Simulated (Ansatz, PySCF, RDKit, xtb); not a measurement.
**C2H5F3GeO: which of the isomers drawn lies lowest?, part 1 of 2**

Which of a sample of isomers of C2H5F3GeO is the most stable in the gas at 298.15 K, and what are its properties? The sample is small against all isomers, and the most stable one of this formula need not be in it. One structure proposed beforehand is put among the starts (marked given), to see whether the search confirms or beats it.

Plan: many cheap relaxations first (GFN2-xTB), then density-functional screening, relaxation at PBE0-D4/def2-SVP, vibrations (at GFN2-xTB) and a final energy. The numbers are computed, not measured.

### 1 Candidates

Isomers were drawn by moving bonds and hydrogen atoms under normal valences; this is a sample, not all of them. O–O, O–halogen and N–halogen bonds and N–N–N chains are not drawn. That gives 12 candidates.

| label | SMILES | spin |
| --- | --- | --- |
| c022 | CC[O][Ge]([F])([F])[F] | singlet |
| c043 | [CH3][Ge]([F])([F])[O]CF | singlet |
| c260 | FC[C@H](F)[O][GeH2][F] | singlet |
| c394 | C[O][Ge]([F])([F])[CH2]F | singlet |
| c457 | C[C@H](O)[Ge]([F])([F])[F] | singlet |
| c491 | C[C@H](F)[O][GeH]([F])[F] | singlet |
| c501 | CO[CH2][Ge]([F])([F])[F] | singlet |
| c570 | [OH][Ge]([F])([F])[CH2]CF | singlet |
| c582 | FCO[CH2][GeH]([F])[F] | singlet |
| c639 | O[C@H](F)[CH2][GeH]([F])[F] | singlet |
| c721 | C[O][GeH2][C](F)(F)F | singlet |
| c775 | OC[CH2][Ge]([F])([F])[F] | singlet |

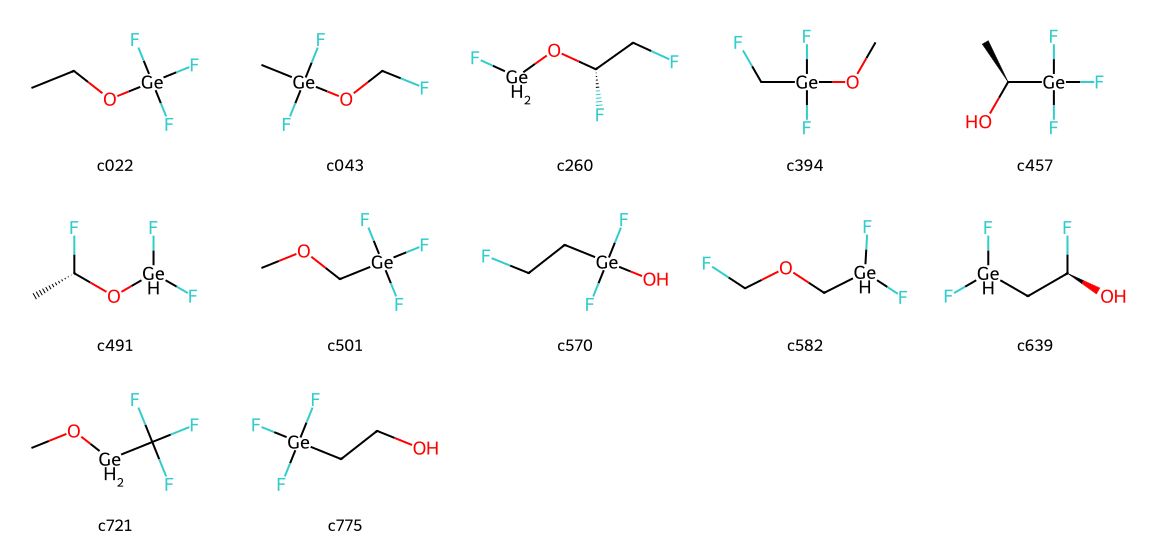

Structural formulas of the candidates.

Candidates are built by distance geometry, with a force field where one applies, in up to four conformers (letters a to d).

### 2 Cheap relaxation of all starts

All 63 starts are relaxed the same way. One of them, c484b (drawn by moving bonds of c491c, generation 2, embedded by distance geometry and UFF), in full:

The input, start.xyz:

```xyz
12
c484b
C     -0.266568    -1.354199     1.334866
C      1.355460     1.599388    -1.258125
F     -1.659760     0.164699    -0.863875
F      2.571571     1.796765    -1.818769
F      0.420828     1.739235    -2.316385
Ge    -0.274369     0.237509     0.215675
O      1.210256     0.351927    -0.692214
H     -1.239603    -1.455157     1.952534
H      0.569280    -1.298885     2.036928
H     -0.148257    -2.283012     0.688857
H     -0.435245     1.481110     1.139797
H      1.165675     2.469912    -0.527705
```

Command:

```console
$ xtb start.xyz --gfn 2 --opt
```

What it wrote, shortened:

```text
* xtb version 6.7.1
[...]
          :  # basis functions                  39          :
[...]
          :  # electrons                        44          :
[...]
          :  Hamiltonian                  GFN2-xTB          :
[...]
          :  net charge                          0          :
          :  unpaired electrons                  0          :
[...]
   *** convergence criteria satisfied after 13 iterations ***
[...]
   *** GEOMETRY OPTIMIZATION CONVERGED AFTER 77 ITERATIONS ***
[...]
   *** convergence criteria satisfied after 3 iterations ***
[...]
         ::                     SUMMARY                     ::
         :::::::::::::::::::::::::::::::::::::::::::::::::::::
         :: total energy             -27.109994763925 Eh    ::
         :: gradient norm              0.000803119001 Eh/a0 ::
         :: HOMO-LUMO gap              7.597072720317 eV    ::
         ::.................................................::
         :: SCC energy               -27.229082593980 Eh    ::
         :: -> isotropic ES            0.056982234604 Eh    ::
         :: -> anisotropic ES         -0.004467558698 Eh    ::
         :: -> anisotropic XC         -0.010353720772 Eh    ::
         :: -> dispersion             -0.006556232246 Eh    ::
         :: repulsion energy           0.119087830056 Eh    ::
         :: add. restraining           0.000000000000 Eh    ::
         :: total charge               0.000000000000 e     ::
         :::::::::::::::::::::::::::::::::::::::::::::::::::::
[...]
        22        2.0000           -0.4572269             -12.4418 (HOMO)
        23                         -0.1780397              -4.8447 (LUMO)
[...]
          | TOTAL ENERGY              -27.109994763925 Eh   |
          | GRADIENT NORM               0.000803119001 Eh/α |
          | HOMO-LUMO GAP               7.597072720317 eV   |
           -------------------------------------------------
[...]
```

Wall time 0.43 s (2 threads of Intel Xeon Platinum 8375C at 2.90GHz (Ice Lake), shared host).

### 3 Distinct minima at GFN2-xTB

63 of the 63 relaxations converged; 10 ended on a minimum already found. 53 distinct structures remain, the lowest 22 here:

```csv
label,start,SMILES after,spin,energy (kcal/mol)
c022a,given,CC[O][Ge]([F])([F])[F],singlet,0.0
c457a,drawn,C[C@H](O)[Ge]([F])([F])[F],singlet,4.9
c491c,drawn,C[C@H](F)[O][GeH]([F])[F],singlet,6.8
c775c,drawn,OC[CH2][Ge]([F])([F])[F],singlet,7.8
c775d,drawn,OC[CH2][Ge]([F])([F])[F],singlet,8.8
c501b,drawn,CO[CH2][Ge]([F])([F])[F],singlet,10.2
c775b,drawn,OC[CH2][Ge]([F])([F])[F],singlet,10.4
c775a,drawn,OC[CH2][Ge]([F])([F])[F],singlet,11.0
c570c,drawn,[OH][Ge]([F])([F])[CH2]CF,singlet,12.2
c570d,drawn,[OH][Ge]([F])([F])[CH2]CF,singlet,12.2
c570b,drawn,[OH][Ge]([F])([F])[CH2]CF,singlet,12.3
c043d,drawn,[CH3][Ge]([F])([F])[O]CF,singlet,13.5
c512a,drawn,C[CH](F)[Ge]([OH])([F])[F],singlet,13.8
c512b,drawn,C[CH](F)[Ge]([OH])([F])[F],singlet,14.1
c043b,drawn,[CH3][Ge]([F])([F])[O]CF,singlet,15.2
c501a,drawn,CO[CH2][Ge]([F])([F])[F],singlet,15.5
c277a,drawn,CC(F)(F)[O][GeH2][F],singlet,20.0
c277b,drawn,CC(F)(F)[O][GeH2][F],singlet,20.1
c639a,drawn,O[C@H](F)[CH2][GeH]([F])[F],singlet,22.3
c639c,drawn,O[C@H](F)[CH2][GeH]([F])[F],singlet,24.0
c639d,drawn,O[C@H](F)[CH2][GeH]([F])[F],singlet,24.1
c657a,drawn,C[C](O)(F)[GeH]([F])[F],singlet,24.9
```

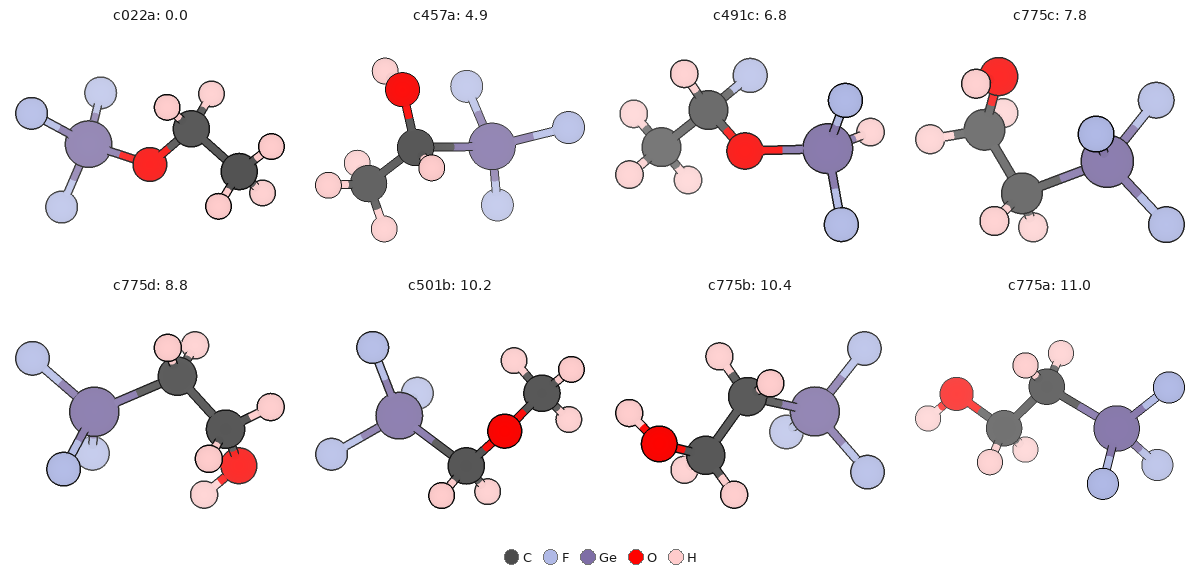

The 8 lowest minima that did not fall apart, with their GFN2-xTB energies in kcal/mol.

### 4 Second filter: single points

A choice of the minima (the low ones first, few conformers of a pattern, up to a cap) and the lowest that fell apart get a single point at r2SCAN-D4/def2-SVP on the tight-binding geometry, and one at HF/STO-3G for comparison. The lowest singlets are also tried as triplets at the same geometry (label ending in t). Within 30 kcal/mol but not screened, among others: c775b, c775a, c570b, c512b, c043b, c501a, c277a, c277b, c639a, c639c and 8 more. The first, c022a:

The input, input.yaml:

```yaml
crystal:
  periodic: [false, false, false]
  atoms:
    - {symbol: C, position_ang: [1.171363, 0.215971, 1.590925]}
    - {symbol: C, position_ang: [-0.067853, 0.409242, 0.737015]}
    - {symbol: F, position_ang: [-1.213885, 0.924103, -2.653584]}
    - {symbol: F, position_ang: [-2.358056, -1.239417, -1.566279]}
    - {symbol: F, position_ang: [-0.001328, -1.508221, -2.905523]}
    - {symbol: Ge, position_ang: [-0.838554, -0.521116, -1.835325]}
    - {symbol: O, position_ang: [0.134024, -0.349275, -0.475672]}
    - {symbol: H, position_ang: [1.061989, 0.769306, 2.519902]}
    - {symbol: H, position_ang: [1.308678, -0.838019, 1.816214]}
    - {symbol: H, position_ang: [2.049492, 0.575277, 1.061440]}
    - {symbol: H, position_ang: [-0.210238, 1.465623, 0.490661]}
    - {symbol: H, position_ang: [-0.958632, 0.041224, 1.254327]}
basis:
  gaussian:
    orbitals: def2-SVP
scf:
  lower_state_search: "off"
hamiltonian:
  xc: r2scan
  dispersion: d4
output: {orbitals: {seedname: orbitals}}
```

Command:

```console
$ ansatz run input.yaml --threads 2 --pin off --max-ram 6090MiB --events-out events.jsonl --progress --plain --runs-dir runs
```

What it wrote, shortened:

```text
Warning: RAYON_NUM_THREADS=2 ignored (pool sized by the plan → 2); use --threads N
Functional definition: r2SCAN
  name "r2SCAN"
[...]
1544 factors; their error is unknown
[...]
mean field -68852.23612495 eV, -2530.2730078701 hartree, gradient 8.6e-6 eV, S^2 0.000000; 0 other end points of the search recorded, 0 dependent functions left out
reference -68852.23613601 eV, -2530.2730082763 hartree; 42, 42 occupied and 99, 99 virtual orbitals, 1544 factors
Total energy: -68852.29773038 eV, -2530.2752718277 hartree
Checks for a lower state left out: stability, starts, cluster_reference, orbital_swaps, neighbouring_geometries, increment
```

Wall time 2.3 s (2 threads of Intel Xeon Platinum 8375C at 2.90GHz (Ice Lake), shared host); peak memory 0.2 GiB.

Relative energies in kcal/mol, each column from its lowest structure that stays in one piece:

```
 label                      SMILES     spin  GFN2-xTB  HF/STO-3G  r2SCAN-D4/def2-SVP
 c022a      CC[O][Ge]([F])([F])[F]  singlet       0.0        0.0                 0.0
 c775c    OC[CH2][Ge]([F])([F])[F]  singlet       7.8       17.9                 5.6
 c775d    OC[CH2][Ge]([F])([F])[F]  singlet       8.8       21.1                 7.6
 c043d    [CH3][Ge]([F])([F])[O]CF  singlet      13.5        2.8                11.8
 c570d   [OH][Ge]([F])([F])[CH2]CF  singlet      12.2       13.8                12.0
 c570c   [OH][Ge]([F])([F])[CH2]CF  singlet      12.2       13.8                12.0
 c457a  C[C@H](O)[Ge]([F])([F])[F]  singlet       4.9       51.1                16.1
 c491c   C[C@H](F)[O][GeH]([F])[F]  singlet       6.8        5.1                16.1
 c512a  C[CH](F)[Ge]([OH])([F])[F]  singlet      13.8       19.7                17.2
 c501b    CO[CH2][Ge]([F])([F])[F]  singlet      10.2       32.4                23.1
c022at      CC[O][Ge]([F])([F])[F]  triplet         –          –               157.7
c775ct    OC[CH2][Ge]([F])([F])[F]  triplet         –          –               167.9
```

Measured from c022a, GFN2-xTB misplaces c501b by 13 kcal/mol against r2SCAN-D4/def2-SVP, so minima dropped on its energies alone could hide the lowest isomer.

### 5 Relaxing the best candidates

4 candidates are relaxed at PBE0-D4/def2-SVP (chosen among the lowest in one piece). The first, c022a:

Changes to input.yaml since step 4:

```diff
@@ -16,9 +16,5 @@
 basis:
-  gaussian:
-    orbitals: def2-SVP
-scf:
-  lower_state_search: "off"
-hamiltonian:
-  xc: r2scan
-  dispersion: d4
-output: {orbitals: {seedname: orbitals}}
+  gaussian: {orbitals: def2-SVP}
+hamiltonian: {xc: {name: PBE0}, dispersion: d4}
+scf: {lower_state_search: "off"}
+relax: {f_tol: 0.006}
```

Command:

```console
$ ansatz run input.yaml --threads 2 --pin off --max-ram 6090MiB --events-out events.jsonl --progress --plain --runs-dir runs
```

What it wrote, shortened:

```text
Warning: RAYON_NUM_THREADS=2 ignored (pool sized by the plan → 2); use --threads N
[...]
Functional definition: PBE0
  name "PBE0"
[...]
1497 factors; integrals over basis functions are off by at most 3.0e-4 eV
[...]
mean field -68838.50279391 eV, -2529.7683172630 hartree, gradient 4.9e-6 eV, S^2 0.000000; 0 other end points of the search recorded, 0 dependent functions left out
[...]
Atom 8 at     1.305107    -0.804941     1.899626 Å, force    -0.001560    -0.000558    -0.000066 eV/Å
Atom 9 at     2.055777     0.622772     1.140668 Å, force    -0.000623     0.001201    -0.000696 eV/Å
Atom 10 at    -0.199758     1.396517     0.364301 Å, force     0.000386    -0.000440     0.001881 eV/Å
Atom 11 at    -0.950993    -0.031216     1.123761 Å, force     0.001218     0.001037     0.000774 eV/Å
Dipole moment:     0.140098     0.207729     0.538892 e Å
Checks for a lower state left out: stability, starts, cluster_reference, orbital_swaps, neighbouring_geometries, increment
```

Wall time 29 s (2 threads of Intel Xeon Platinum 8375C at 2.90GHz (Ice Lake), shared host); peak memory 0.39 GiB.

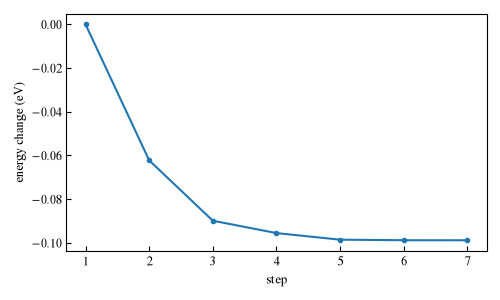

Energy along the run, all evaluated steps.

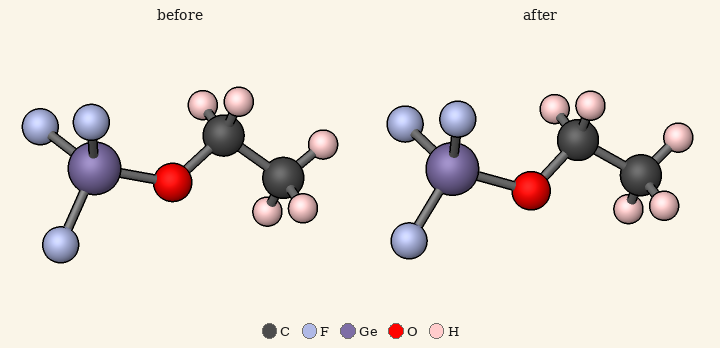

Before and after, at one scale.

After the run. Bond lengths: C1–C2 1.507 Å, F3–Ge6 1.711 Å, F4–Ge6 1.711 Å, F5–Ge6 1.702 Å, C2–O7 1.429 Å, Ge6–O7 1.726 Å, C1–H8 1.100 Å, C1–H9 1.100 Å, C1–H10 1.100 Å, C2–H11 1.104 Å, C2–H12 1.104 Å. Some angles: C1–C2–O7 108.2°, F3–Ge6–F4 106.1°, F3–Ge6–F5 108.4°, F3–Ge6–O7 112.3°, F4–Ge6–F5 108.3°, F4–Ge6–O7 112.4°, F5–Ge6–O7 109.2°, C2–O7–Ge6 121.2°, C1–C2–H11 110.7°, C1–C2–H12 110.7°.

### 6 After refinement

```
label     spin  r2SCAN-D4/def2-SVP (kcal/mol)  PBE0-D4/def2-SVP, relaxed (kcal/mol)     time
c022a  singlet                            0.0                                   0.0     29 s
c775d  singlet                            7.6                                   3.5  2.4 min
c775c  singlet                            5.6                                   4.3     44 s
c043d  singlet                           11.8                                  10.5     74 s
```

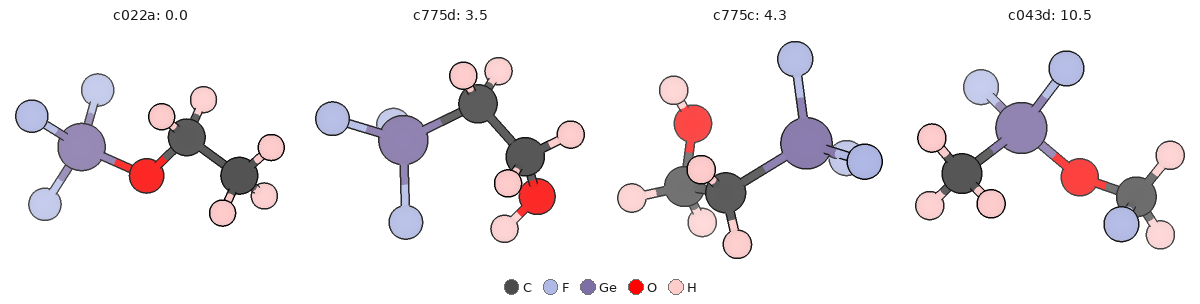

The relaxed structures, with energies at PBE0-D4/def2-SVP in kcal/mol.

### 7 Are they minima? Harmonic frequencies

The lowest few in one piece go on as finalists. In this search the thermal terms come from GFN2-xTB at its own nearest minimum. The first, c022a:

The input, start.xyz:

```xyz
12
c022a
C      1.136285     0.241951     1.608425
C     -0.025123     0.345156     0.653854
F     -1.161685     1.008116    -2.503727
F     -2.330489    -1.193959    -1.380726
F     -0.147401    -1.508273    -3.050180
Ge    -0.820798    -0.528240    -1.832638
O      0.279430    -0.432878    -0.505985
H      0.936647     0.829692     2.516722
H      1.305107    -0.804941     1.899626
H      2.055777     0.622772     1.140668
H     -0.199758     1.396517     0.364301
H     -0.950993    -0.031216     1.123761
```

Command:

```console
$ xtb start.xyz --gfn 2 --ohess tight
```

What it wrote, shortened:

```text
[...]
         ::                     SUMMARY                     ::
         :::::::::::::::::::::::::::::::::::::::::::::::::::::
         :: total energy             -27.154688909353 Eh    ::
         :: gradient norm              0.000152028913 Eh/a0 ::
         :: HOMO-LUMO gap              6.627758981457 eV    ::
         ::.................................................::
         :: SCC energy               -27.281723877544 Eh    ::
         :: -> isotropic ES            0.026830090019 Eh    ::
         :: -> anisotropic ES         -0.002411501053 Eh    ::
         :: -> anisotropic XC         -0.001334344904 Eh    ::
         :: -> dispersion             -0.006565498714 Eh    ::
         :: repulsion energy           0.127034968192 Eh    ::
         :: add. restraining           0.000000000000 Eh    ::
         :: total charge               0.000000000000 e     ::
         :::::::::::::::::::::::::::::::::::::::::::::::::::::
[...]
          | TOTAL ENERGY              -27.154688909353 Eh   |
          | TOTAL ENTHALPY            -27.070078672527 Eh   |
          | TOTAL FREE ENERGY         -27.117791460069 Eh   |
          | GRADIENT NORM               0.000152024566 Eh/α |
[...]
```

Wall time 0.54 s (2 threads of Intel Xeon Platinum 8375C at 2.90GHz (Ice Lake), shared host); peak memory 0.11 GiB.

### 8 Thermal terms of the finalists

As xtb prints them, at 298.15 K, with its own treatment of low modes:

```csv
label,SMILES,spin,lowest mode (cm⁻¹),zero-point (kcal/mol),G − E (kcal/mol)
c022a,CC[O][Ge]([F])([F])[F],singlet,17,46.1,23.2
c775d,OC[CH2][Ge]([F])([F])[F],singlet,5,45.5,22.3
c775c,OC[CH2][Ge]([F])([F])[F],singlet,51,45.8,23.1
c043d,[CH3][Ge]([F])([F])[O]CF,singlet,38,44.9,21.8
```

### 9 Last filter: a higher level

Single points at CCSD(T)/def2-SVP + MP2/def2-TZVPP - MP2/def2-SVP on the refined geometries decide the order.

c022a, CCSD(T)/def2-SVP:

The input, input.yaml:

```yaml
crystal:
  periodic: [false, false, false]
  atoms:
    - {symbol: C, position_ang: [1.136285, 0.241951, 1.608425]}
    - {symbol: C, position_ang: [-0.025123, 0.345156, 0.653854]}
    - {symbol: F, position_ang: [-1.161685, 1.008116, -2.503727]}
    - {symbol: F, position_ang: [-2.330489, -1.193959, -1.380726]}
    - {symbol: F, position_ang: [-0.147401, -1.508273, -3.050180]}
    - {symbol: Ge, position_ang: [-0.820798, -0.528240, -1.832638]}
    - {symbol: O, position_ang: [0.279430, -0.432878, -0.505985]}
    - {symbol: H, position_ang: [0.936647, 0.829692, 2.516722]}
    - {symbol: H, position_ang: [1.305107, -0.804941, 1.899626]}
    - {symbol: H, position_ang: [2.055777, 0.622772, 1.140668]}
    - {symbol: H, position_ang: [-0.199758, 1.396517, 0.364301]}
    - {symbol: H, position_ang: [-0.950993, -0.031216, 1.123761]}
basis:
  gaussian:
    orbitals: def2-SVP
correlation:
  method: ccsd_t
  frozen_orbitals: {O: 1, C: 1, H: 0, Ge: 9, F: 1}
```

Command:

```console
$ ansatz run input.yaml --threads 2 --pin off --max-ram 6090MiB --events-out events.jsonl --progress --plain --runs-dir runs
```

What it wrote, shortened:

```text
Warning: RAYON_NUM_THREADS=2 ignored (pool sized by the plan → 2); use --threads N
Functional definition: HF
  name "HF"
[...]
1374 factors; integrals over basis functions are off by at most 1.5e-3 eV
[...]
mean field -68755.13473063 eV, -2526.7045974465 hartree, gradient 9.9e-7 eV, S^2 0.000000; 0 other end points of the search recorded, 0 dependent functions left out
15 core orbitals not correlated: weight in the atoms' cores, before any rotation towards them, 1.000 or more for the frozen orbitals, at most 0.000 for the correlated occupied ones
reference -68755.13473063 eV, -2526.7045974465 hartree; 27, 27 occupied and 99, 99 virtual orbitals, 1374 factors
second order -33.97975322 eV of doubles, -0.00000000 eV of singles
cycle   1  -33.69974534 eV  change    2.8e-1 eV  update   1.3e-1
[...]
cycle   9  -34.66362756 eV  change   -7.0e-6 eV  update   1.6e-5
perturbative correction -0.76732243 eV, -0.0281985792 hartree
Total energy: -68790.56568062 eV, -2528.0066608425 hartree
```

It took 72 s on 2 threads of Intel Xeon Platinum 8375C at 2.90GHz (Ice Lake), shared host; peak memory 1.2 GiB.

### 10 c022a at MP2/def2-TZVPP

The input, input.yaml:

```yaml
crystal:
  periodic: [false, false, false]
  atoms:
    - symbol: C
      position_ang: [1.136285, 0.241951, 1.608425]
    - symbol: C
      position_ang: [-0.025123, 0.345156, 0.653854]
    - symbol: F
      position_ang: [-1.161685, 1.008116, -2.503727]
    - symbol: F
      position_ang: [-2.330489, -1.193959, -1.380726]
    - symbol: F
      position_ang: [-0.147401, -1.508273, -3.050180]
    - symbol: Ge
      position_ang: [-0.820798, -0.528240, -1.832638]
    - symbol: O
      position_ang: [0.279430, -0.432878, -0.505985]
    - symbol: H
      position_ang: [0.936647, 0.829692, 2.516722]
    - symbol: H
      position_ang: [1.305107, -0.804941, 1.899626]
    - symbol: H
      position_ang: [2.055777, 0.622772, 1.140668]
    - symbol: H
      position_ang: [-0.199758, 1.396517, 0.364301]
    - symbol: H
      position_ang: [-0.950993, -0.031216, 1.123761]
basis:
  gaussian:
    orbitals: def2-TZVPP
correlation:
  method: mp2
  frozen_orbitals: {O: 1, C: 1, H: 0, Ge: 9, F: 1}
```

Command:

```console
$ ansatz run input.yaml --threads 2 --pin off --max-ram 6090MiB --events-out events.jsonl --progress --plain --runs-dir runs
```

What it wrote, shortened:

```text
Warning: RAYON_NUM_THREADS=2 ignored (pool sized by the plan → 2); use --threads N
[... 2 set-up lines as earlier in the session ...]
[...]
1910 factors; integrals over basis functions are off by at most 9.4e-4 eV
[...]
mean field -68778.00760710 eV, -2527.5451601531 hartree, gradient 3.9e-6 eV, S^2 0.000000; 0 other end points of the search recorded, 0 dependent functions left out
15 core orbitals not correlated: weight in the atoms' cores, before any rotation towards them, 1.000 or more for the frozen orbitals, at most 0.000 for the correlated occupied ones
reference -68778.00760710 eV, -2527.5451601531 hartree; 27, 27 occupied and 262, 262 virtual orbitals, 1910 factors
second order -42.83910605 eV of doubles, -0.00000000 eV of singles
Total energy: -68820.84671315 eV, -2529.1194682630 hartree
```

It took 18 s on 2 threads of Intel Xeon Platinum 8375C at 2.90GHz (Ice Lake), shared host; peak memory 0.96 GiB.

(Continued in part 2 of 2.)
